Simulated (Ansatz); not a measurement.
# RuC4: a trial structure relaxed, part 2 of 2

Where does this trial cell of RuC4 go when cell and atoms are let free?

Ansatz 0.2.0; DFT PBE, scalar-relativistic, plane waves, PAW. Earlier steps stand in the parts before.

## Step 5: Full relaxation

The end of the coarse run is made exact in the group found at a tolerance of 0.06 Å and reduced to its primitive cell.

The input, input.yaml:

```yaml
crystal:
  lattice:
    - [3.899560574, 0.0, 0.0]
    - [-1.949780287, 3.3771185207, 0.0]
    - [0.0, 0.0, 3.8787734302]
  atoms:
    - { symbol: Ru, position: [0.0, 0.0, 0.5] }
    - { symbol: C, position: [0.5, 0.0, 0.0] }
    - { symbol: C, position: [0.0, 0.5, 0.0] }
    - { symbol: C, position: [0.5, 0.5, 0.0] }
    - { symbol: C, position: [0.0, 0.0, 0.0] }
basis:
  ecutwfc: 420
kpoints:
  mp_grid: { grid: [12, 12, 10] }
hamiltonian:
  xc: pbe
scf:
  occupations: { method: gaussian, width: 0.1 }
output:
  forces: true
  stress: true
  eigenvalues: true
relax:
  adjacent_minimum: "off"
  f_tol: 0.01
  max_steps: 80
  cell: { stress_tol: 0.05 }
```

On the command line:

```bash
> ansatz run input.yaml --threads 1 --pin off --max-ram 2560MiB --backend cpu --events-out ev --progress --plain --runs-dir out
```

Log:

```text
Warning: RAYON_NUM_THREADS=1 ignored (pool sized by the plan → 1); use --threads N
Engine: ansatz 0.2.0, x86_64-unknown-linux-gnu
Pseudopotentials: kind: paw
Pseudopotential: Ru, paw, valence charge 16, recommended cutoff 420 eV (normal), Ru.paw.azcp
Pseudopotential: C, paw, valence charge 4, recommended cutoff 420 eV (normal), C.paw.azcp
Functional definition: PBE
  parameter kappa = 0.804
  parameter beta = 0.06672455060314922
  exchange = pbe_x(kappa = kappa, mu = beta*pi^2/3)
  correlation = pbe_c(beta = beta)
Crystal: 5 atoms, lattice volume = 51.081 Å³
Basis set: ecut = 420 eV, 1033 PW (Γ), exchange–correlation on 54×54×54 points (8 copies of the dense FFT grid, shifted against one another)
Bands: 21, of which v1, the nominal top of the filled ones, is band 16 counted from 1 (15 counted from 0)
Symmetry: 24 space group operations
Space group: P6/mmm (ITA 191), of the structure as read, at distance tolerance 3.7e-5 Å
k-points: 114 of 1440
Non-local potential: Ru, projectors of the file, l = 0: 3, l = 1: 2, l = 2: 2, l = 3: 1
Non-local potential: C, projectors of the file, l = 0: 2, l = 1: 2, l = 2: 1
PAW form: soft (Blöchl's): semilocal exchange-correlation on the pseudo side does not see the compensation charge
PAW one-centre angular grid: Ru, 590 points (default); XC on 64 Gauss nodes
PAW one-centre angular grid: C, 110 points (default); XC on 64 Gauss nodes
Initial density: superposition of atomic densities (neutral atoms: chi_scale 0, normalization atom), corrected by the library's trained network
Initial wavefunctions: pseudopotential atomic-orbital guess
Functional: x = pbe(κ = 0.804, μ = 0.2195149727645171), c = pbe(β = 0.06672455060314922)
SCF iter   1: F=—  HF=-6865.145209 eV  |F-HF|=—  |Δ(HF+E_count)|=         —  Δρ=1.40e-2  dr2=1.42e-1  ethr=1.77e-3  ⟨swp⟩=4.6  Hψ=10197  notcnv=0
preconditioner: auto → Kerker (q_TF=auto, 2.524 Å⁻¹)  [metal: Δε(μ)=0.007 eV  Ē_g=7.872 eV  σ=0.100 eV  W_gap=0.04  n_scr=20 (ndim 8)  ℏωp=25.5 eV  f_vac=0.000  D(μ)=3.62/eV (n_scr^D=28)]
SCF iter   2: F=—  HF=-6865.136822 eV  |F-HF|=—  |Δ(HF+E_count)|=   8.39e-3  Δρ=5.80e-3  dr2=2.56e-2  ethr=4.44e-4  ⟨swp⟩=1.0  Hψ=3306  notcnv=0
SCF iter   3: F=—  HF=-6865.135650 eV  |F-HF|=—  |Δ(HF+E_count)|=   1.17e-3  Δρ=1.18e-3  dr2=6.16e-4  ethr=7.99e-5  ⟨swp⟩=1.0  Hψ=2356  notcnv=0
SCF iter   4: F=—  HF=-6865.135802 eV  |F-HF|=—  |Δ(HF+E_count)|=   1.52e-4  Δρ=3.97e-4  dr2=8.37e-5  ethr=1.92e-6  ⟨swp⟩=2.6  Hψ=4001  notcnv=0
SCF iter   5: F=—  HF=-6865.135871 eV  |F-HF|=—  |Δ(HF+E_count)|=   6.90e-5  Δρ=1.39e-4  dr2=1.16e-5  ethr=2.62e-7  ⟨swp⟩=2.7  Hψ=3674  notcnv=0
SCF iter   6: F=—  HF=-6865.135876 eV  |F-HF|=—  |Δ(HF+E_count)|=   4.81e-6  Δρ=5.33e-5  dr2=1.54e-6  ethr=3.62e-8  ⟨swp⟩=2.1  Hψ=3272  notcnv=0
SCF iter   7: F=-6865.135876 eV  HF=-6865.135876 eV  |F-HF|=1.38e-9  |Δ(HF+E_count)|=   2.86e-8  Δρ=7.91e-6  dr2=2.11e-8  ethr=3.13e-10  ⟨swp⟩=4.5  Hψ=10672  notcnv=0
the search or the solves at the SCF's close seem to have found levels that the self-consistency loop had missed (the run counts 1). By its estimate they hold under 1e-12 electrons; where the run keeps them, the occupations were computed again with them
SCF 1 converged in 7 iterations: F = -6865.135876 eV  dr2 = 2.11e-8
relax step   1: F+E_penalty+E_count = -6865.13587627 eV  Δ(F+E_penalty+E_count) = +0.000e0 eV  max|allowed force component| = 2.104e-30 eV/Å  Δτ_max = 0.0000 Å  P = -1.566 GPa  Ω = 51.081 Å³  (7 SCF iters, dr2 threshold 1.00e-7 eV, accepted)
Crystal: 5 atoms, lattice volume = 50.787 Å³
Basis set: ecut = 420 eV, 997 PW (Γ), exchange–correlation on 54×54×54 points (8 copies of the dense FFT grid, shifted against one another)
Initial density: handed on by an earlier stage of this run
Initial wavefunctions: those handed on with the density
iter 1 solved again at ethr=1.26e-5 eV; its pass at ethr=3.10e-3 eV (dr2=4.03e-3 eV) is discarded
SCF iter   1: F=—  HF=-6865.148671 eV  |F-HF|=—  |Δ(HF+E_count)|=         —  Δρ=2.52e-3  dr2=4.50e-3  ethr=1.26e-5  ⟨swp⟩=1.9  Hψ=15002  notcnv=0
preconditioner: auto → Kerker (q_TF=auto, 2.526 Å⁻¹)  [metal: Δε(μ)=0.004 eV  Ē_g=7.915 eV  σ=0.100 eV  W_gap=0.02  n_scr=20 (ndim 8)  ℏωp=25.5 eV  f_vac=0.000  D(μ)=3.80/eV (n_scr^D=40)]
SCF iter   2: F=—  HF=-6865.148329 eV  |F-HF|=—  |Δ(HF+E_count)|=   3.42e-4  Δρ=1.07e-3  dr2=8.28e-4  ethr=1.26e-5  ⟨swp⟩=1.0  Hψ=2394  notcnv=0
SCF iter   3: F=—  HF=-6865.148234 eV  |F-HF|=—  |Δ(HF+E_count)|=   9.53e-5  Δρ=1.50e-4  dr2=1.38e-5  ethr=2.59e-6  ⟨swp⟩=1.0  Hψ=2395  notcnv=0
SCF iter   4: F=—  HF=-6865.148300 eV  |F-HF|=—  |Δ(HF+E_count)|=   6.65e-5  Δρ=3.25e-5  dr2=3.00e-7  ethr=4.31e-8  ⟨swp⟩=2.0  Hψ=3105  notcnv=0
iter 5 did not close the SCF: its close was put off for the readings that it lacked (scf_convergence_deferred on its scf_iter line)
SCF iter   5: F=-6865.148300 eV  HF=-6865.148300 eV  |F-HF|=7.64e-9  |Δ(HF+E_count)|=   7.70e-8  Δρ=6.73e-6  dr2=2.38e-8  ethr=9.37e-10  ⟨swp⟩=2.3  Hψ=3907  notcnv=0
SCF iter   6: F=-6865.148300 eV  HF=-6865.148300 eV  |F-HF|=8.46e-10  |Δ(HF+E_count)|=   1.34e-8  Δρ=1.59e-6  dr2=1.33e-9  ethr=7.43e-11  ⟨swp⟩=2.0  Hψ=7440  notcnv=0
SCF 2 converged in 6 iterations: F = -6865.148300 eV  dr2 = 1.33e-9
relax step   2: F+E_penalty+E_count = -6865.14830047 eV  Δ(F+E_penalty+E_count) = -1.242e-2 eV  max|allowed force component| = 8.415e-31 eV/Å  Δτ_max = 0.0000 Å  P = -1.480 GPa  Ω = 50.787 Å³  energy of the carried Pulay correction = +2.294e-4 eV  (6 SCF iters, dr2 threshold 5.00e-7 eV, accepted)
Crystal: 5 atoms, lattice volume = 48.820 Å³
Basis set: ecut = 420 eV, 937 PW (Γ), exchange–correlation on 54×54×54 points (8 copies of the dense FFT grid, shifted against one another)
iter 1 solved again at ethr=5.04e-5 eV; its pass at ethr=3.10e-3 eV (dr2=1.61e-2 eV) is discarded
SCF iter   1: F=—  HF=-6865.168942 eV  |F-HF|=—  |Δ(HF+E_count)|=         —  Δρ=6.08e-3  dr2=1.64e-2  ethr=5.04e-5  ⟨swp⟩=1.2  Hψ=16193  notcnv=0
preconditioner: auto → Kerker (q_TF=auto, 2.543 Å⁻¹)  [metal: Δε(μ)=0.004 eV  Ē_g=8.212 eV  σ=0.100 eV  W_gap=0.02  n_scr=20 (ndim 8)  ℏωp=26.0 eV  f_vac=0.000  D(μ)=3.38/eV (n_scr^D=28)]
SCF iter   2: F=—  HF=-6865.167620 eV  |F-HF|=—  |Δ(HF+E_count)|=   1.32e-3  Δρ=2.86e-3  dr2=3.52e-3  ethr=5.04e-5  ⟨swp⟩=1.0  Hψ=2394  notcnv=0
SCF iter   3: F=—  HF=-6865.167089 eV  |F-HF|=—  |Δ(HF+E_count)|=   5.31e-4  Δρ=3.85e-4  dr2=6.35e-5  ethr=1.10e-5  ⟨swp⟩=1.1  Hψ=2486  notcnv=0
SCF iter   4: F=—  HF=-6865.167159 eV  |F-HF|=—  |Δ(HF+E_count)|=   6.96e-5  Δρ=9.82e-5  dr2=5.09e-6  ethr=1.98e-7  ⟨swp⟩=2.5  Hψ=3867  notcnv=0
SCF iter   5: F=—  HF=-6865.167160 eV  |F-HF|=—  |Δ(HF+E_count)|=   1.19e-6  Δρ=3.41e-5  dr2=6.27e-7  ethr=1.59e-8  ⟨swp⟩=2.1  Hψ=2904  notcnv=0
SCF iter   6: F=-6865.167160 eV  HF=-6865.167160 eV  |F-HF|=1.98e-8  |Δ(HF+E_count)|=   1.44e-7  Δρ=1.14e-5  dr2=5.02e-8  ethr=1.56e-9  ⟨swp⟩=4.4  Hψ=8197  notcnv=0
SCF 3 converged in 6 iterations: F = -6865.167160 eV  dr2 = 5.02e-8
relax step   3: F+E_penalty+E_count = -6865.16715988 eV  Δ(F+E_penalty+E_count) = -1.886e-2 eV  max|allowed force component| = 8.835e-30 eV/Å  Δτ_max = 0.0000 Å  P = +1.806 GPa  Ω = 48.820 Å³  energy of the carried Pulay correction = +3.021e-3 eV  (6 SCF iters, dr2 threshold 5.00e-7 eV, accepted)
Crystal: 5 atoms, lattice volume = 49.547 Å³
Basis set: ecut = 420 eV, 961 PW (Γ), exchange–correlation on 54×54×54 points (8 copies of the dense FFT grid, shifted against one another)
iter 1 solved again at ethr=3.48e-5 eV; its pass at ethr=3.10e-3 eV (dr2=1.11e-2 eV) is discarded
SCF iter   1: F=—  HF=-6865.169231 eV  |F-HF|=—  |Δ(HF+E_count)|=         —  Δρ=3.50e-3  dr2=1.15e-2  ethr=3.48e-5  ⟨swp⟩=2.0  Hψ=13572  notcnv=0
preconditioner: auto → Kerker (q_TF=auto, 2.537 Å⁻¹)  [metal: Δε(μ)=0.006 eV  Ē_g=8.114 eV  σ=0.100 eV  W_gap=0.04  n_scr=20 (ndim 8)  ℏωp=25.8 eV  f_vac=0.000  D(μ)=3.48/eV (n_scr^D=28)]
SCF iter   2: F=—  HF=-6865.168378 eV  |F-HF|=—  |Δ(HF+E_count)|=   8.52e-4  Δρ=1.50e-3  dr2=2.35e-3  ethr=3.48e-5  ⟨swp⟩=1.0  Hψ=2394  notcnv=0
SCF iter   3: F=—  HF=-6865.168124 eV  |F-HF|=—  |Δ(HF+E_count)|=   2.55e-4  Δρ=1.74e-4  dr2=2.65e-5  ethr=7.35e-6  ⟨swp⟩=1.0  Hψ=2395  notcnv=0
SCF iter   4: F=—  HF=-6865.168208 eV  |F-HF|=—  |Δ(HF+E_count)|=   8.37e-5  Δρ=5.38e-5  dr2=2.55e-6  ethr=8.29e-8  ⟨swp⟩=2.5  Hψ=3499  notcnv=0
iter 5 did not close the SCF: its close was put off for the readings that it lacked (scf_convergence_deferred on its scf_iter line)
SCF iter   5: F=-6865.168207 eV  HF=-6865.168207 eV  |F-HF|=3.12e-8  |Δ(HF+E_count)|=   4.23e-8  Δρ=2.38e-5  dr2=3.12e-7  ethr=7.96e-9  ⟨swp⟩=2.6  Hψ=3613  notcnv=0
SCF iter   6: F=-6865.168208 eV  HF=-6865.168208 eV  |F-HF|=8.34e-9  |Δ(HF+E_count)|=   6.09e-8  Δρ=6.41e-6  dr2=2.93e-8  ethr=9.76e-10  ⟨swp⟩=3.0  Hψ=8577  notcnv=0
SCF 4 converged in 6 iterations: F = -6865.168208 eV  dr2 = 2.93e-8
relax step   4: F+E_penalty+E_count = -6865.16820753 eV  Δ(F+E_penalty+E_count) = -1.048e-3 eV  max|allowed force component| = 1.316e-28 eV/Å  Δτ_max = 0.0000 Å  P = -0.634 GPa  Ω = 49.547 Å³  energy of the carried Pulay correction = +1.378e-3 eV  (6 SCF iters, dr2 threshold 5.00e-7 eV, accepted)
Crystal: 5 atoms, lattice volume = 49.408 Å³
iter 1 solved again at ethr=6.66e-6 eV; its pass at ethr=3.10e-3 eV (dr2=2.13e-3 eV) is discarded
SCF iter   1: F=—  HF=-6865.169391 eV  |F-HF|=—  |Δ(HF+E_count)|=         —  Δρ=1.56e-3  dr2=2.13e-3  ethr=6.66e-6  ⟨swp⟩=2.6  Hψ=14351  notcnv=0
preconditioner: auto → Kerker (q_TF=auto, 2.538 Å⁻¹)  [metal: Δε(μ)=0.005 eV  Ē_g=8.130 eV  σ=0.100 eV  W_gap=0.03  n_scr=20 (ndim 8)  ℏωp=25.9 eV  f_vac=0.000  D(μ)=3.50/eV (n_scr^D=28)]
SCF iter   2: F=—  HF=-6865.169235 eV  |F-HF|=—  |Δ(HF+E_count)|=   1.56e-4  Δρ=6.46e-4  dr2=3.96e-4  ethr=6.66e-6  ⟨swp⟩=1.0  Hψ=2394  notcnv=0
SCF iter   3: F=—  HF=-6865.169278 eV  |F-HF|=—  |Δ(HF+E_count)|=   4.24e-5  Δρ=9.92e-5  dr2=9.00e-6  ethr=1.24e-6  ⟨swp⟩=1.0  Hψ=2399  notcnv=0
iter 4 did not close the SCF: its close was put off for the readings that it lacked (scf_convergence_deferred on its scf_iter line)
SCF iter   4: F=-6865.169276 eV  HF=-6865.169276 eV  |F-HF|=8.37e-8  |Δ(HF+E_count)|=   1.62e-6  Δρ=2.55e-5  dr2=3.16e-7  ethr=2.81e-8  ⟨swp⟩=1.9  Hψ=2998  notcnv=0
iter 5 did not close the SCF: its close was put off for the readings that it lacked (scf_convergence_deferred on its scf_iter line)
SCF iter   5: F=-6865.169276 eV  HF=-6865.169276 eV  |F-HF|=1.50e-8  |Δ(HF+E_count)|=   3.84e-8  Δρ=1.03e-5  dr2=6.74e-8  ethr=9.86e-10  ⟨swp⟩=2.2  Hψ=3534  notcnv=0
SCF iter   6: F=-6865.169276 eV  HF=-6865.169276 eV  |F-HF|=2.72e-10  |Δ(HF+E_count)|=   3.30e-9  Δρ=3.16e-6  dr2=5.42e-9  ethr=2.11e-10  ⟨swp⟩=1.9  Hψ=7253  notcnv=0
SCF 5 converged in 6 iterations: F = -6865.169276 eV  dr2 = 5.42e-9
relax step   5: F+E_penalty+E_count = -6865.16927598 eV  Δ(F+E_penalty+E_count) = -1.068e-3 eV  max|allowed force component| = 5.391e-31 eV/Å  Δτ_max = 0.0000 Å  P = +0.013 GPa  Ω = 49.408 Å³  energy of the carried Pulay correction = +1.789e-3 eV  (6 SCF iters, dr2 threshold 5.00e-7 eV, accepted)
Crystal: 5 atoms, lattice volume = 49.428 Å³
iter 1 solved again at ethr=6.99e-8 eV; its pass at ethr=3.10e-3 eV (dr2=2.24e-5 eV) is discarded
SCF iter   1: F=—  HF=-6865.169183 eV  |F-HF|=—  |Δ(HF+E_count)|=         —  Δρ=1.84e-4  dr2=2.28e-5  ethr=6.99e-8  ⟨swp⟩=2.6  Hψ=14423  notcnv=0
preconditioner: auto → Kerker (q_TF=auto, 2.538 Å⁻¹)  [metal: Δε(μ)=0.008 eV  Ē_g=8.126 eV  σ=0.100 eV  W_gap=0.05  n_scr=20 (ndim 8)  ℏωp=25.9 eV  f_vac=0.000  D(μ)=3.48/eV (n_scr^D=28)]
SCF iter   2: F=—  HF=-6865.169268 eV  |F-HF|=—  |Δ(HF+E_count)|=   8.44e-5  Δρ=7.77e-5  dr2=4.11e-6  ethr=6.99e-8  ⟨swp⟩=1.0  Hψ=2394  notcnv=0
SCF iter   3: F=—  HF=-6865.169267 eV  |F-HF|=—  |Δ(HF+E_count)|=   1.30e-6  Δρ=1.24e-5  dr2=1.07e-7  ethr=1.28e-8  ⟨swp⟩=1.3  Hψ=2425  notcnv=0
iter 4 did not close the SCF: its close was put off for the readings that it lacked (scf_convergence_deferred on its scf_iter line)
SCF iter   4: F=-6865.169267 eV  HF=-6865.169267 eV  |F-HF|=5.24e-10  |Δ(HF+E_count)|=   1.40e-8  Δρ=3.06e-6  dr2=3.05e-9  ethr=3.35e-10  ⟨swp⟩=2.1  Hψ=2999  notcnv=0
iter 5 did not close the SCF: its close was put off for the readings that it lacked (scf_convergence_deferred on its scf_iter line)
SCF iter   5: F=-6865.169267 eV  HF=-6865.169267 eV  |F-HF|=2.36e-11  |Δ(HF+E_count)|=  3.57e-10  Δρ=7.09e-7  dr2=2.18e-10  ethr=9.54e-12  ⟨swp⟩=2.1  Hψ=3823  notcnv=0
SCF iter   6: F=-6865.169267 eV  HF=-6865.169267 eV  |F-HF|=0.00e0  |Δ(HF+E_count)|=  5.00e-11  Δρ=2.39e-7  dr2=1.71e-11  ethr=1.00e-12  ⟨swp⟩=1.7  Hψ=7227  notcnv=0
SCF 6 converged in 6 iterations: F = -6865.169267 eV  dr2 = 1.71e-11
relax step   6: F+E_penalty+E_count = -6865.16926655 eV  Δ(F+E_penalty+E_count) = +9.435e-6 eV  max|allowed force component| = 2.577e-30 eV/Å  Δτ_max = 0.0000 Å  P = +0.004 GPa  Ω = 49.428 Å³  energy of the carried Pulay correction = +1.773e-3 eV  (6 SCF iters, dr2 threshold 6.86e-9 eV, accepted)
Initial wavefunctions: pseudopotential atomic-orbital guess (no wavefunctions were taken with the density)
iter 1 solved again at ethr=3.02e-7 eV; its pass at ethr=3.10e-3 eV (dr2=9.68e-5 eV) is discarded
SCF iter   1: F=—  HF=-6865.167795 eV  |F-HF|=—  |Δ(HF+E_count)|=         —  Δρ=1.10e-4  dr2=9.60e-7  ethr=3.02e-7  ⟨swp⟩=3.1  Hψ=16259  notcnv=0
preconditioner: auto → Kerker (q_TF=auto, 2.538 Å⁻¹)  [metal: Δε(μ)=0.007 eV  Ē_g=8.126 eV  σ=0.100 eV  W_gap=0.04  n_scr=20 (ndim 8)  ℏωp=25.9 eV  f_vac=0.000  D(μ)=3.48/eV (n_scr^D=28)]
SCF iter   2: F=—  HF=-6865.167882 eV  |F-HF|=—  |Δ(HF+E_count)|=   8.71e-5  Δρ=5.65e-5  dr2=1.82e-7  ethr=3.00e-9  ⟨swp⟩=2.2  Hψ=3852  notcnv=0
SCF iter   3: F=—  HF=-6865.167883 eV  |F-HF|=—  |Δ(HF+E_count)|=   8.28e-7  Δρ=6.77e-6  dr2=6.25e-9  ethr=5.69e-10  ⟨swp⟩=2.0  Hψ=3684  notcnv=0
SCF iter   4: F=—  HF=-6865.167883 eV  |F-HF|=—  |Δ(HF+E_count)|=   1.03e-8  Δρ=7.44e-7  dr2=7.71e-11  ethr=1.95e-11  ⟨swp⟩=2.8  Hψ=4210  notcnv=0
iter 5 did not close the SCF: its close was put off for the readings that it lacked (scf_convergence_deferred on its scf_iter line)
SCF iter   5: F=-6865.167883 eV  HF=-6865.167883 eV  |F-HF|=2.73e-12  |Δ(HF+E_count)|=  3.64e-11  Δρ=1.78e-7  dr2=7.80e-12  ethr=1.00e-12  ⟨swp⟩=1.1  Hψ=2405  notcnv=0
SCF iter   6: F=-6865.167883 eV  HF=-6865.167883 eV  |F-HF|=0.00e0  |Δ(HF+E_count)|=  1.82e-12  Δρ=3.20e-8  dr2=8.75e-13  ethr=1.00e-12  ⟨swp⟩=2.7  Hψ=7357  notcnv=0
SCF 7 converged in 6 iterations: F = -6865.167883 eV  dr2 = 8.75e-13
relax step   7: F+E_penalty+E_count = -6865.16788321 eV  Δ(F+E_penalty+E_count) = +1.383e-3 eV  max|allowed force component| = 7.573e-30 eV/Å  Δτ_max = 0.0000 Å  P = -0.010 GPa  Ω = 49.428 Å³  stress off target by 2.97e-2 GPa  SCF on the basis re-selected at this cell (its energy is not comparable with the rows above)  (6 SCF iters)
basis re-selected at this cell: Δ(F+E_penalty+E_count) = +1.383e-3 eV, ΔP = -0.014 GPa vs the last step (what re-selecting the basis moved, of the pressure what is left beyond the Pulay correction that the steps carried, after the strain that the cell walked since its last selection, with what the two solves' SCF thresholds leave and, on support functions, any second-order correction that the steps lacked; it is no measure of the basis error at this ecutwfc). This SCF's stress stands 2.97e-2 GPa from its target on what of the cell is left free (relax.cell.stress_tol is 5.00e-2 GPa) and its largest allowed force component is 7.57e-30 eV/Å (relax.f_tol is 1.00e-2 eV/Å): within both
SCF converged after 6 iterations
Free energy (F): -6865.167883 eV
Harris-Foulkes:  -6865.167883 eV  (|F-HF|=0.00e0)
Internal energy: -6865.150504 eV  (E = F + TS)
E sigma→0 (E₀):  -6865.159194 eV
Entropy (-TS):   -0.017379 eV (-3.476 meV/atom)
Fermi energy:    12.056028 eV
--- Per-component energies (eV) ---
  E_band       = -162.465207
  E_kinetic    = 840.551852
  E_local      = -2226.330005  (includes V_loc(G=0)·N_el)
  E_nonlocal   = 459.469343
  E_hartree    = 737.065513
  E_xc         = -375.518911
  E_vxc        = -467.793219  (∫ρ·V_xc dr)
  E_paw        = -3852.969654  (= ΣΔE_a)
  E_vpaw       = -242.494084  (= ΣTr[D̂ρ^β])
  E_aug_tail   = -0.000154  (compensation charges beyond the density's cutoff)
  E_ewald      = -2447.418488
  E_smearing   = -0.017379  (= −TS)
  E_closure    = -0.000000  (closes the sum)
  Σ components = -6865.167883   (vs F -6865.167883, Δ=0.00e0)
--- Forces (eV/Å), atoms counted from 1 ---
  atom   1  Ru     0.00000000    -0.00000000     0.00000000
  atom   2  C      0.00000000    -0.00000000     0.00000000
  atom   3  C      0.00000000    -0.00000000     0.00000000
  atom   4  C      0.00000000     0.00000000     0.00000000
  atom   5  C     -0.00000000     0.00000000     0.00000000
  max |Σ_I F_I| component: 4.21e-30 eV/Å
--- Stress (GPa, compression-positive) ---
       -0.029704       0.000000       0.000000
       -0.000000      -0.029704       0.000000
        0.000000       0.000000       0.029493
  P = ⅓ Tr σ = -0.0100 GPa (-0.100 kbar)
--- Band table (eV; the first three rows and the last of 114) ---
  k-point 0: bands = ["-60.3401", "-30.8703", "-30.1713", "-30.1713", "-6.5582", "3.1030", "3.1030", "3.5246", "3.7516", "5.5757", "5.5757", "5.6330", "10.3541", "10.3541", "11.0836", "11.6019", "11.6019", "13.0270", "13.5378", "13.5378", "16.0173"]
  k-point 1: bands = ["-60.3401", "-30.8712", "-30.1711", "-30.1711", "-6.5159", "3.0501", "3.0501", "3.5299", "3.8136", "5.4113", "5.6076", "5.6076", "10.5088", "10.5088", "10.7928", "11.3751", "11.3751", "13.0505", "13.7416", "13.7416", "16.7158"]
  k-point 2: bands = ["-60.3401", "-30.8734", "-30.1706", "-30.1706", "-6.4019", "2.9177", "2.9177", "3.5433", "3.9321", "4.9804", "5.6954", "5.6954", "9.8336", "10.9032", "10.9032", "10.9237", "10.9237", "13.6951", "14.1491", "14.1491", "18.1246"]
  k-point 113: bands = ["-60.3394", "-30.8764", "-30.1802", "-30.1802", "-2.6537", "-2.6404", "-2.6404", "5.0705", "6.8162", "6.8162", "7.8351", "7.8351", "9.1521", "11.2045", "11.8721", "11.8721", "11.9701", "11.9701", "16.1917", "16.4290", "16.4290"]
--- Relaxed structure (6 steps of the walk, 6 accepted, 1 SCFs on fresh bases) ---
  F+E_penalty+E_count = -6865.16788321 eV   max|allowed force component| = 7.573e-30 eV/Å   (the final SCF, on the basis selected at the relaxed cell)
  cell:  # Å, volume = 49.4282 Å³
    - [3.8093034996624877, 0.0, 0.0]
    - [-1.9046517498312439, 3.2989536014326815, 0.0]
    - [0.0, 0.0, 3.9332627987873594]
  atoms:
    - { symbol: Ru, position: [-1.5105688681953108e-35, -1.9484837748538304e-35, 0.49999999999999994] }
    - { symbol: C, position: [0.49999999999999994, 1.8552921918720638e-35, 0.0] }
    - { symbol: C, position: [2.7755575615628914e-17, 0.5, 0.0] }
    - { symbol: C, position: [0.5, 0.5, 0.0] }
    - { symbol: C, position: [2.6574373387457036e-37, -5.236921426126767e-36, 0.0] }
```

It took 1.7 min on 1 thread of Intel Xeon at 2.50GHz (Skylake/Cascade Lake), shared host; peak memory 0.42 GiB.

The steps of the relaxation:

```
step  E - E(step 1) (eV/cell)  largest force component (eV/Å)  pressure (GPa)  volume (Å³)
   1                   0.0000                          0.0000           -1.57        51.08
   2                  -0.0124                          0.0000           -1.48        50.79
   3                  -0.0313                          0.0000            1.81        48.82
   4                  -0.0323                          0.0000           -0.63        49.55
   5                  -0.0334                          0.0000            0.01        49.41
   6                  -0.0334                          0.0000            0.00        49.43
   7                  -0.0320                          0.0000           -0.01        49.43
```

Step 1 is the start. Step 7 repeats the geometry before it on a plane-wave basis chosen anew for that cell, so its energy need not be comparable with the rows above.

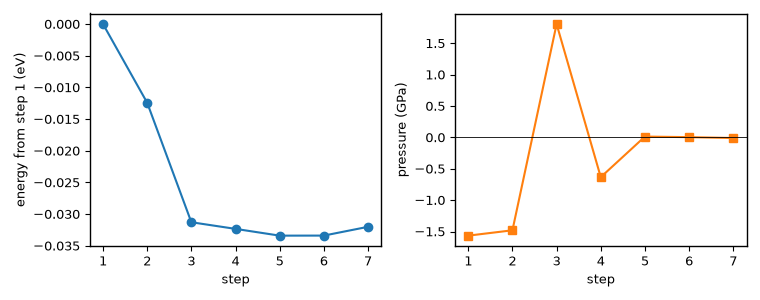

Energy and pressure along the relaxation.

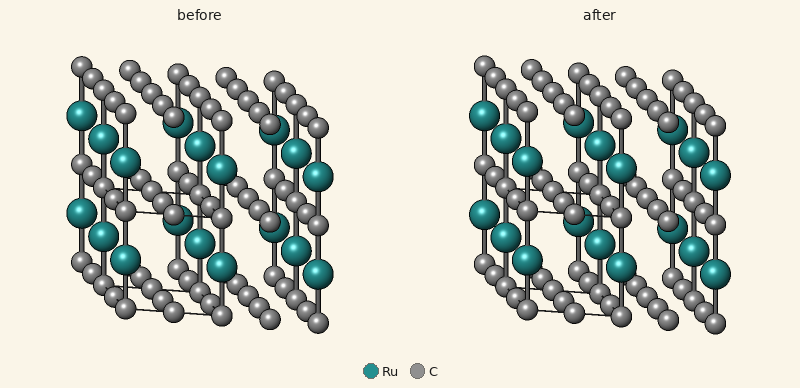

The structure before (left) and after (right) the relaxation, drawn at the same scale.

|  | before | after | change |
| --- | --- | --- | --- |
| a (Å) | 3.900 | 3.809 | -2.3 % |
| b (Å) | 3.900 | 3.809 | -2.3 % |
| c (Å) | 3.879 | 3.933 | +1.4 % |
| volume (Å³/atom) | 10.22 | 9.89 | -3.2 % |
| shortest distance (Å) | 1.939 | 1.905 | -1.8 % |
| space group (0.01 Å) | P6/mmm | P6/mmm | same |

Forces and stress were held to the start's 24 operations: a distortion of lower symmetry was not tested.

## Step 6: Summary of results

This closing draws on all 2 parts. Changes of volume or cell count from the first structure of part 1.

```
                              quantity                                                                       value
symmetry at the end (tolerance 0.05 Å)                                                space group P6/mmm (No. 191)
                     conventional cell  a = 3.809 Å, b = 3.809 Å, c = 3.933 Å, α = 90.00°, β = 90.00°, γ = 120.00°
                                volume                                                                9.89 Å³/atom
              energy over the elements                                                               +3.46 eV/atom
                       gap on the mesh                                                                none (metal)
```

The space group P6/mmm (No. 191) is kept, and the volume per atom grows by 1.6 % from the first guess. The formation energy is positive, so the separate elements lie lower. No finished test with a distortion of lower symmetry is shown, so the end may be a saddle point. Other magnetic orders were not searched.
